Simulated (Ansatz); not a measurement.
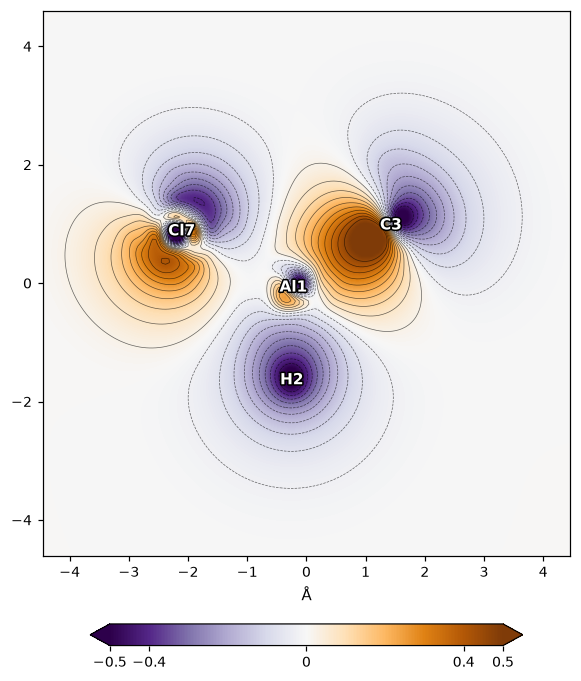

Figure 1: CH$_{4}$AlCl···HBr. The HOMO on the plane of atoms H2, Al1 and C3 (values in Å⁻³ᐟ²; the overall sign is arbitrary).

Not at a stationary point (largest force 2.0 eV/Å).

All numbers below come from RHF/def2-SVP in Ansatz.

```xyz
9

Al   -0.0221   -0.2073   -0.1080
H    -0.1610   -0.1911    1.4512
C     1.6902   -0.0836   -1.0372
H     2.2257   -1.0377   -1.0518
H     1.5679    0.2427   -2.0723
H     2.3352    0.6402   -0.5305
Cl   -1.8304   -0.3897   -1.1911
Br   -0.1357    2.9683    1.6068
H    -0.2803    1.5623    2.0869
```

> What is the character of this orbital?

It lies mainly on C3 (about 30 %), Cl7 (about 25 %), Al1 (about 20 %) and H2 (about 15 %). Its energy is −11.41 eV.
